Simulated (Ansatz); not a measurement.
# BH3Br (doublet): one geometry, many settings at distance B1–H4 along a hydrogen transfer = 1.245 Å

What do other methods and options give for BH3Br (doublet) at this geometry, and how long do they take?

Method: the settings change from run to run; program: Ansatz 0.2.0, Gaussian basis.

16 further runs of the same task are left out: 9 for a known fault of the program, 1 for a mislabelled method, 6 that didn't finish.

### 1 What is computed

The geometry derives from fragments relaxed apart (PBE0/def2-TZVP) and kept rigid, so it is no stationary point. A hydrogen atom is moved between rigid fragments. No spin-orbit coupling is included. The filled d shell of Br may be among the frozen orbitals whatever the setting's name suggests; the logs give the count.

5 atoms, charge 0, spin multiplicity 2.

Atoms are counted from 1 here; the program's logs count them from 0.

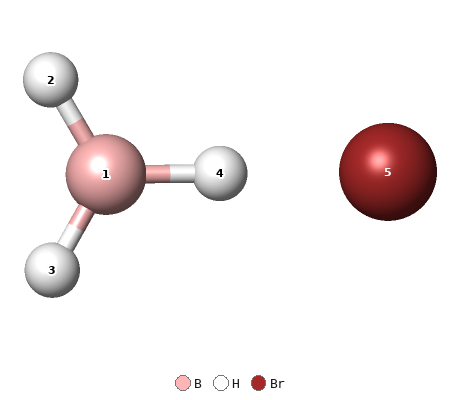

The structure; boron pink, hydrogen white, bromine red; atoms are numbered from 1 in the order of the file.

### 2 HF/cc-pVDZ

in.yaml

```yaml
crystal:
  periodic: [false, false, false]
  atoms:
    - {symbol: B, position_ang: [-2.629390, 0.000000, 0.000000]}
    - {symbol: H, position_ang: [-3.226123, 1.033571, 0.000000]}
    - {symbol: H, position_ang: [-3.226123, -1.033571, 0.000000]}
    - {symbol: H, position_ang: [-1.384390, 0.000000, 0.000000]}
    - {symbol: Br, position_ang: [0.454610, 0.000000, 0.000000]}
basis:
  gaussian: {orbitals: cc-pVDZ}
magnetization: {spin_polarized: false, initial_magnetization: 1}
hamiltonian: {xc: hf}
output: {orbitals: {seedname: orbitals}}
```

Command:

```console
ansatz run in.yaml --threads 1 --pin off --events-out ev --progress --plain --max-ram 2393MiB
```

The log of the run:

```text
Functional definition: HF
  name "HF"
  cite "Fock, Z. Phys. 61, 126 (1930) doi:10.1007/BF01340294"
  parent pbe
  exchange = exact_x
  correlation = 0
576 factors; integrals over basis functions are off by at most 1.8e-3 eV
mean field evaluation 1: about -70713.6519 eV, gradient 1.3e1 eV
mean field evaluation 2: about -70713.6682 eV, gradient 1.3e1 eV
mean field evaluation 4: about -70715.0199 eV, gradient 2.0e0 eV
mean field evaluation 8: about -70715.1155 eV, gradient 3.7e-1 eV
mean field evaluation 16: about -70657.2734 eV, gradient 7.7e1 eV
mean field evaluation 32: about -70714.0413 eV, gradient 6.5e-2 eV
mean field evaluation 64: about -70713.9645 eV, gradient 3.3e0 eV
mean field -70715.11792532 eV, -2598.7326513268 hartree, gradient 1.6e-5 eV, S^2 0.750000; 0 other end points of the search recorded, 0 dependent functions left out
reference -70715.11792532 eV, -2598.7326513268 hartree; 22, 21 occupied and 34, 35 virtual orbitals, 576 factors
Total energy: -70715.11792532 eV, -2598.7326513268 hartree
```

Wall time 0.9 s (1 thread of Arm Neoverse V2, shared host).

### 3 CCSD on UHF/def2-SVP

in.yaml: that of step 2 with these lines changed.

```diff
@@ -9,5 +9,5 @@
 basis:
-  gaussian: {orbitals: cc-pVDZ}
-magnetization: {spin_polarized: false, initial_magnetization: 1}
-hamiltonian: {xc: hf}
-output: {orbitals: {seedname: orbitals}}
+  gaussian: {orbitals: def2-SVP}
+magnetization: {spin_polarized: true, initial_magnetization: 1}
+correlation: {method: ccsd, electrons: outside_noble_gas}
+scf: {lower_state_search: light}
```

Same command.

The log of the run (excerpt; [...] marks lines left out):

```text
Functional definition: HF
  name "HF"
  cite "Fock, Z. Phys. 61, 126 (1930) doi:10.1007/BF01340294"
  parent pbe
[...]
607 factors; integrals over basis functions are off by at most 1.8e-3 eV
[...]
mean field -70706.92012871 eV, -2598.4313878584 hartree, gradient 3.9e-6 eV, S^2 0.765130; 8 other end points of the search recorded, 0 dependent functions left out
determinant -70706.92012871 eV, -2598.4313878584 hartree, with singles and doubles -70713.38714838 eV, -2598.6690464476 hartree
determinant -70705.79413845 eV, -2598.3900084794 hartree, with singles and doubles -70712.21933391 eV, -2598.6261300576 hartree
determinant -70705.76756773 eV, -2598.3890320235 hartree, with singles and doubles -70712.19341661 eV, -2598.6251776143 hartree
15 core orbitals not correlated: weight in the atoms' cores, before any rotation towards them, 1.000 or more for the frozen orbitals, at most 0.000 for the correlated occupied ones
reference -70706.92012871 eV, -2598.4313878584 hartree; 7, 6 occupied and 39, 40 virtual orbitals, 607 factors
second order -5.47284402 eV of doubles, -0.00000000 eV of singles
cycle   1  -6.46705375 eV  change   -3.4e-5 eV  update   5.4e-4
[...]
cycle   7  -6.46716132 eV  change   -2.5e-6 eV  update   1.8e-6
Total energy: -70713.38729003 eV, -2598.6690516532 hartree
```

Run time: 5.5 s. Hardware: 1 thread of Arm Neoverse V2, shared host.

From the report: ⟨S²⟩ of the determinant 0.765 (pure doublet: 0.75); correlation -6.4672 eV; T1 0.011; largest double amplitude 0.04.

### 4 HF/cc-pVDZ

in.yaml: that of step 3 with these lines changed.

```diff
@@ -9,5 +9,6 @@
 basis:
-  gaussian: {orbitals: def2-SVP}
-magnetization: {spin_polarized: true, initial_magnetization: 1}
-correlation: {method: ccsd, electrons: outside_noble_gas}
-scf: {lower_state_search: light}
+  gaussian: {orbitals: cc-pVDZ}
+magnetization: {spin_polarized: false, initial_magnetization: 1}
+hamiltonian: {xc: hf}
+accuracy: high
+output: {forces: true, orbitals: {seedname: orbitals}}
```

Launched as before.

The log of the run (excerpt; [...] marks lines left out):

```text
Functional definition: HF
  name "HF"
  cite "Fock, Z. Phys. 61, 126 (1930) doi:10.1007/BF01340294"
  parent pbe
[...]
1128 factors; integrals over basis functions are off by at most 4.6e-9 eV
[...]
mean field -70715.11794669 eV, -2598.7326521125 hartree, gradient 1.3e-8 eV, S^2 0.750000; 0 other end points of the search recorded, 0 dependent functions left out
[...]
reference -70715.11794669 eV, -2598.7326521125 hartree; 22, 21 occupied and 34, 35 virtual orbitals, 1128 factors
Total energy: -70715.11794669 eV, -2598.7326521125 hartree
Atom 0 at    -2.629390     0.000000     0.000000 Å, force    -0.093121    -0.000000     0.000000 eV/Å
Atom 1 at    -3.226123     1.033571     0.000000 Å, force     0.143185     0.125472    -0.000000 eV/Å
Atom 2 at    -3.226123    -1.033571     0.000000 Å, force     0.143185    -0.125472     0.000000 eV/Å
Atom 3 at    -1.384390     0.000000     0.000000 Å, force    -1.767725     0.000000    -0.000000 eV/Å
Atom 4 at     0.454610     0.000000     0.000000 Å, force     1.574476     0.000000     0.000000 eV/Å
Dipole moment:    -0.289053     0.000000    -0.000000 e Å
```

Wall time 2.4 s (1 thread of Arm Neoverse V2, shared host).

### 5 HF/cc-pVDZ

in.yaml: that of step 4 with these lines changed.

```diff
@@ -12,3 +12,2 @@
 hamiltonian: {xc: hf}
-accuracy: high
 output: {forces: true, orbitals: {seedname: orbitals}}
```

The command is unchanged.

The log of the run (excerpt; [...] marks lines left out):

```text
Functional definition: HF
  name "HF"
  cite "Fock, Z. Phys. 61, 126 (1930) doi:10.1007/BF01340294"
  parent pbe
[...]
576 factors; integrals over basis functions are off by at most 1.8e-3 eV
[...]
mean field -70715.11792532 eV, -2598.7326513268 hartree, gradient 1.6e-5 eV, S^2 0.750000; 0 other end points of the search recorded, 0 dependent functions left out
[...]
reference -70715.11792532 eV, -2598.7326513268 hartree; 22, 21 occupied and 34, 35 virtual orbitals, 576 factors
Total energy: -70715.11792532 eV, -2598.7326513268 hartree
Atom 0 at    -2.629390     0.000000     0.000000 Å, force    -0.093107    -0.000000    -0.000000 eV/Å
Atom 1 at    -3.226123     1.033571     0.000000 Å, force     0.143184     0.125469    -0.000000 eV/Å
Atom 2 at    -3.226123    -1.033571     0.000000 Å, force     0.143184    -0.125469    -0.000000 eV/Å
Atom 3 at    -1.384390     0.000000     0.000000 Å, force    -1.767735     0.000000     0.000000 eV/Å
Atom 4 at     0.454610     0.000000     0.000000 Å, force     1.574474    -0.000000    -0.000000 eV/Å
Dipole moment:    -0.289052     0.000000    -0.000000 e Å
```

Run time: 1.1 s. Hardware: 1 thread of Arm Neoverse V2, shared host.

### 6 CCSD(T)/cc-pVDZ

in.yaml: that of step 5 with these lines changed.

```diff
@@ -11,3 +11,3 @@
 magnetization: {spin_polarized: false, initial_magnetization: 1}
-hamiltonian: {xc: hf}
-output: {forces: true, orbitals: {seedname: orbitals}}
+hamiltonian: {xc: {name: B3LYP}}
+correlation: {method: ccsd_t, electrons: outside_noble_gas}
```

Launched as before.

The log of the run (excerpt; [...] marks lines left out):

```text
Functional definition: B3LYP
  name "B3LYP"
  cite "Stephens, Devlin, Chabalowski & Frisch, J. Phys. Chem. 98, 11623 (1994) doi:10.1021/j100096a001"
  cite "Becke, Phys. Rev. A 38, 3098 (1988) doi:10.1103/PhysRevA.38.3098"
  cite "Lee, Yang & Parr, Phys. Rev. B 37, 785 (1988) doi:10.1103/PhysRevB.37.785"
  cite "Vosko, Wilk & Nusair, Can. J. Phys. 58, 1200 (1980) doi:10.1139/p80-159"
[...]
576 factors; integrals over basis functions are off by at most 1.8e-3 eV
[...]
mean field -70769.24692846 eV, -2600.7218555024 hartree, gradient 1.6e-6 eV, S^2 0.750000; 2 other end points of the search recorded, 0 dependent functions left out
[...]
15 core orbitals not correlated: weight in the atoms' cores, before any rotation towards them, 1.000 or more for the frozen orbitals, at most 0.000 for the correlated occupied ones
reference -70714.75626363 eV, -2598.7193605050 hartree; 7, 6 occupied and 34, 35 virtual orbitals, 576 factors
second order -5.59522387 eV of doubles, -0.25215179 eV of singles
cycle   1  -6.48930584 eV  change   -6.4e-1 eV  update   5.2e-2
[...]
cycle  10  -6.70516735 eV  change    6.4e-6 eV  update   9.7e-6
perturbative correction -0.10967535 eV, -0.0040304947 hartree
Total energy: -70721.57110632 eV, -2598.9698013548 hartree
```

Run time: 4.4 s. Hardware: 1 thread of Arm Neoverse V2, shared host.

From the report: correlation -6.8148 eV; T1 0.020; largest double amplitude 0.04. The orbitals are Kohn-Sham ones, so correlation energy and T1 don't compare with those on Hartree-Fock orbitals.

### 7 CCSD on UHF/6-31G

in.yaml: that of step 6 with these lines changed.

```diff
@@ -9,5 +9,5 @@
 basis:
-  gaussian: {orbitals: cc-pVDZ}
-magnetization: {spin_polarized: false, initial_magnetization: 1}
-hamiltonian: {xc: {name: B3LYP}}
-correlation: {method: ccsd_t, electrons: outside_noble_gas}
+  gaussian: {orbitals: 6-31G}
+magnetization: {spin_polarized: true, initial_magnetization: 1}
+correlation: {method: ccsd, electrons: all}
+accuracy: high
```

Launched as before.

The log of the run (excerpt; [...] marks lines left out):

```text
Functional definition: HF
  name "HF"
  cite "Fock, Z. Phys. 61, 126 (1930) doi:10.1007/BF01340294"
  parent pbe
[...]
783 factors; integrals over basis functions are off by at most 3.9e-9 eV
[...]
mean field -70705.92430061 eV, -2598.3947918507 hartree, gradient 2.7e-8 eV, S^2 0.760210; 8 other end points of the search recorded, 0 dependent functions left out
determinant -70705.92430061 eV, -2598.3947918507 hartree, with singles and doubles -70713.59776967 eV, -2598.6767866371 hartree
determinant -70704.77397122 eV, -2598.3525180252 hartree, with singles and doubles -70712.33287062 eV, -2598.6303024546 hartree
determinant -70704.74567221 eV, -2598.3514780560 hartree, with singles and doubles -70712.30168656 eV, -2598.6291564614 hartree
reference -70705.92430061 eV, -2598.3947918507 hartree; 22, 21 occupied and 22, 23 virtual orbitals, 783 factors
second order -7.44920218 eV of doubles, -0.00000000 eV of singles
cycle   1  -7.67203229 eV  change    1.4e-3 eV  update   4.8e-4
[...]
cycle  16  -7.67213703 eV  change    1.5e-9 eV  update   4.9e-9
Total energy: -70713.59643764 eV, -2598.6767376862 hartree
```

It took 11 s on 1 thread of Arm Neoverse V2, shared host.

From the report: ⟨S²⟩ of the determinant 0.760 (pure doublet: 0.75); correlation -7.6721 eV; T1 0.006; largest double amplitude 0.05.

### 8 BCCD(T) on UHF/cc-pVDZ

in.yaml: that of step 7 with these lines changed.

```diff
@@ -9,5 +9,7 @@
 basis:
-  gaussian: {orbitals: 6-31G}
+  gaussian: {orbitals: cc-pVDZ, fitting: {mean_field: def2-universal-jkfit}}
 magnetization: {spin_polarized: true, initial_magnetization: 1}
-correlation: {method: ccsd, electrons: all}
+correlation: {method: bccd_t, electrons: outside_noble_gas, diis_vectors: 12}
 accuracy: high
+scf: {omitted_lower_state_checks: [cluster_reference]}
+output: {forces: true}
```

Same command.

The log of the run (excerpt; [...] marks lines left out):

```text
Functional definition: HF
  name "HF"
  cite "Fock, Z. Phys. 61, 126 (1930) doi:10.1007/BF01340294"
  parent pbe
[...]
395 factors; integrals over basis functions are off by at most 2.6e-1 eV
[...]
mean field -70715.26264008 eV, -2598.7379694964 hartree, gradient 2.5e-8 eV, S^2 0.765016; 6 other end points of the search recorded, 0 dependent functions left out
15 core orbitals not correlated: weight in the atoms' cores, before any rotation towards them, 1.000 or more for the frozen orbitals, at most 0.000 for the correlated occupied ones
reference -70715.26264008 eV, -2598.7379694964 hartree; 7, 6 occupied and 34, 35 virtual orbitals, 395 factors
second order -5.32923867 eV of doubles, -0.00000000 eV of singles
cycle   1  -6.10048729 eV  change   -7.7e-1 eV  update   5.8e-2
[...]
cycle  21  -6.33296726 eV  change  -1.7e-10 eV  update   1.4e-9
perturbative correction -0.10211442 eV, -0.0037526357 hartree
[...]
Total energy: -70721.69772176 eV, -2598.9744543862 hartree
Atom 0 at    -2.629390     0.000000     0.000000 Å, force    -0.334900     0.000000    -0.000000 eV/Å
Atom 1 at    -3.226123     1.033571     0.000000 Å, force     0.032268     0.377298    -0.000000 eV/Å
Atom 2 at    -3.226123    -1.033571     0.000000 Å, force     0.032268    -0.377298     0.000000 eV/Å
Atom 3 at    -1.384390     0.000000     0.000000 Å, force    -0.581499    -0.000000     0.000000 eV/Å
Atom 4 at     0.454610     0.000000     0.000000 Å, force     0.851863     0.000000    -0.000000 eV/Å
Dipole moment:    -0.322026    -0.000000    -0.000000 e Å
Checks for a lower state left out: cluster_reference
```

Run time: 9.5 s. Hardware: 1 thread of Arm Neoverse V2, shared host.

From the report: ⟨S²⟩ of the determinant 0.765 (pure doublet: 0.75); correlation -6.4351 eV; largest double amplitude 0.04.

### 9 BCCD(T) on UHF/cc-pVDZ

in.yaml: that of step 8 with these lines changed.

```diff
@@ -9,7 +9,5 @@
 basis:
-  gaussian: {orbitals: cc-pVDZ, fitting: {mean_field: def2-universal-jkfit}}
+  gaussian: {orbitals: cc-pVDZ, point_charges: [{charge: -0.50, position_ang: [3.153, 0.589, -0.011]}]}
 magnetization: {spin_polarized: true, initial_magnetization: 1}
-correlation: {method: bccd_t, electrons: outside_noble_gas, diis_vectors: 12}
-accuracy: high
-scf: {omitted_lower_state_checks: [cluster_reference]}
+correlation: {method: bccd_t, electrons: outside_noble_gas}
 output: {forces: true}
```

Same command.

The log of the run (excerpt; [...] marks lines left out):

```text
Functional definition: HF
  name "HF"
  cite "Fock, Z. Phys. 61, 126 (1930) doi:10.1007/BF01340294"
  parent pbe
[...]
576 factors; integrals over basis functions are off by at most 1.8e-3 eV
[...]
mean field -70715.36420252 eV, -2598.7417018471 hartree, gradient 8.6e-6 eV, S^2 0.763939; 8 other end points of the search recorded, 0 dependent functions left out
determinant -70715.36420252 eV, -2598.7417018471 hartree, with singles and doubles -70721.69287223 eV, -2598.9742761693 hartree
determinant -70714.09657247 eV, -2598.6951173022 hartree, with singles and doubles -70720.41160565 eV, -2598.9271904909 hartree
determinant -70714.05941261 eV, -2598.6937517025 hartree, with singles and doubles -70720.37453725 eV, -2598.9258282524 hartree
15 core orbitals not correlated: weight in the atoms' cores, before any rotation towards them, 1.000 or more for the frozen orbitals, at most 0.000 for the correlated occupied ones
reference -70715.36420252 eV, -2598.7417018471 hartree; 7, 6 occupied and 34, 35 virtual orbitals, 576 factors
second order -5.31748262 eV of doubles, -0.00000000 eV of singles
cycle   1  -6.32473187 eV  change    3.9e-3 eV  update   2.3e-3
[...]
cycle  13  -6.32416065 eV  change   -3.6e-8 eV  update   4.8e-7
perturbative correction -0.10192473 eV, -0.0037456646 hartree
[...]
Total energy: -70721.79028789 eV, -2598.9778561288 hartree
Atom 0 at    -2.629390     0.000000     0.000000 Å, force     0.036945    -0.017493     0.000168 eV/Å
Atom 1 at    -3.226123     1.033571     0.000000 Å, force    -0.077331     0.379763    -0.000028 eV/Å
Atom 2 at    -3.226123    -1.033571     0.000000 Å, force    -0.090704    -0.381540    -0.000032 eV/Å
Atom 3 at    -1.384390     0.000000     0.000000 Å, force    -0.988425    -0.018641     0.000648 eV/Å
Atom 4 at     0.454610     0.000000     0.000000 Å, force     1.319103     0.111474    -0.002121 eV/Å
Dipole moment:    -0.046745     0.023304    -0.000405 e Å
```

Run time: 11 s. Hardware: 1 thread of Arm Neoverse V2, shared host.

From the report: ⟨S²⟩ of the determinant 0.764 (pure doublet: 0.75); correlation -6.4261 eV; largest double amplitude 0.04.

### 10 The runs in one table

Where basis and cores are those of an earlier UCCSDT(Q)/cc-pVDZ run (-70721.7268 eV), and the state is the same kind, the miss against it is given.

```csv
level,correlated,functions,energy (eV),from UCCSDT(Q) (meV),time
HF/cc-pVDZ,,56,-70715.1179,6608.9,0.9 s
CCSD on UHF/def2-SVP,outside noble gas,61,-70713.3873,,5.5 s
HF/cc-pVDZ,,56,-70715.1179,6608.8,2.4 s
HF/cc-pVDZ,,56,-70715.1179,6608.9,1.1 s
CCSD(T)/cc-pVDZ (on B3LYP orbitals),outside noble gas,56,-70721.5711,155.7,4.4 s
CCSD on UHF/6-31G,all,44,-70713.5964,,11 s
BCCD(T) on UHF/cc-pVDZ,outside noble gas,56,-70721.6977,29.1,9.5 s
BCCD(T) on UHF/cc-pVDZ (beside a point charge),outside noble gas,56,-70721.7903,,11 s
```

### 11 Outcome

| quantity | value |
| --- | --- |
| runs | 8 |
| quickest | HF/cc-pVDZ, 0.9 s |
| slowest | CCSD on UHF/6-31G, 11 s |

In words: Total energies in different bases, with other cores or another treatment of relativity can't be set against each other. CCSD on UHF/6-31G took 12 times as long as HF/cc-pVDZ; the jobs differ in more than the method. Among the correlated runs with a miss given, it spans +29 to +156 meV. Hartree-Fock, CASSCF and CASCI lack dynamic correlation by design. Cores frozen from Kohn-Sham orbitals shift the total energy.
